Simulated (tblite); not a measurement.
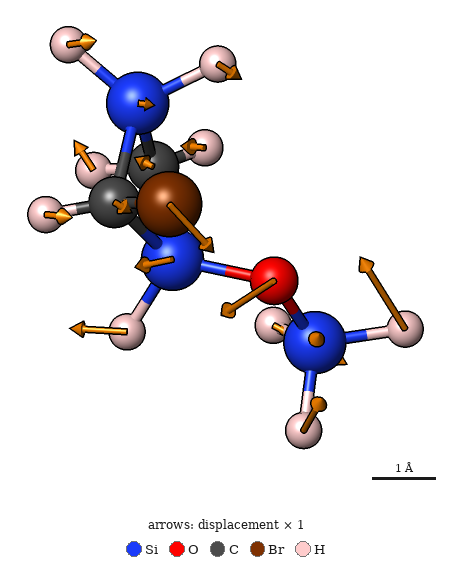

This is a relaxation of C₂H₉BrOSi₃. The starting structure is drawn; orange arrows show the displacements, at their true length. The two geometries are superimposed by the best rigid fit.

The picture is a ball-and-stick view, seen from a free direction.

Level of theory: GFN2-xTB geometry optimisation, gas phase in tblite 0.8.0. 

**Describe the change and its energy.**

After 144 geometry steps the energy has fallen by 111.4 kJ/mol. The atom that moves furthest after the best rigid fit is an H atom (1.63 Å). Largest moves by element: H 1.63 Å, O 1.56 Å, Br 1.20 Å, Si 0.82 Å, C 0.40 Å. Some distances before and after: Si–Si 2.786 → 3.151 Å, O–Si 1.729 → 1.634 Å, O–Si 1.702 → 1.610 Å, C–Si 1.843 → 1.916 Å. Bond angles that change, for instance: Si–O–Si 108.6° → 152.4°, Br–C–H 117.4° → 104.1°, C–Si–H 109.9° → 122.7°. Groups turn about O–Si by about 175°, O–Si by about 170°. Cost: 2.3 s on 1 thread of Arm Neoverse N1, with other jobs on the host.
